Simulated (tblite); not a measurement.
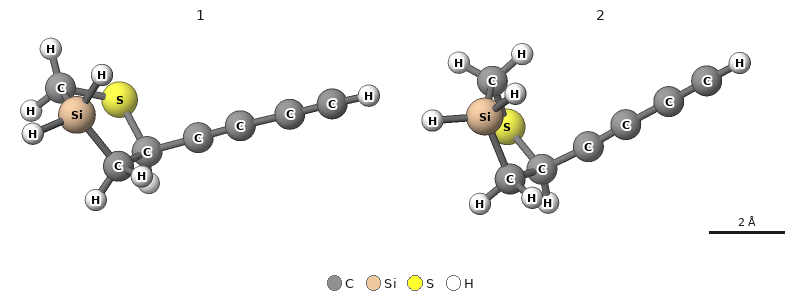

Two geometries of C7H8SSi, drawn at one scale. One is the start of a relaxation, the other its converged end. Style: ball-and-stick. Shown at a tilt.

Level of theory: GFN2-xTB geometry optimisation, gas phase (tblite 0.8.0). 

Q: Which of the two is the end point?

A: Structure 2 is the relaxed one. Over 139 geometry steps the energy falls by 0.604 eV. An H atom moves most after the best rigid fit: 1.94 Å. By element the largest moves are H 1.94 Å, C 0.93 Å, S 0.87 Å, Si 0.24 Å. Near-neighbour distances that change, for instance: C–S 1.786 → 1.851 Å, C–Si 1.848 → 1.909 Å, C–C 1.415 → 1.358 Å, C–C 1.485 → 1.529 Å. Bond angles that change, for instance: C–S–C 106.6° → 96.1°, Si–C–S 97.9° → 106.9°, S–C–H 113.0° → 108.0°. Groups turn about C–S by about 60°, C–S by about 55°, C–Si by about 45°. Cost: 0.89 s on 1 thread of AMD EPYC 9B45, with other jobs on the host.
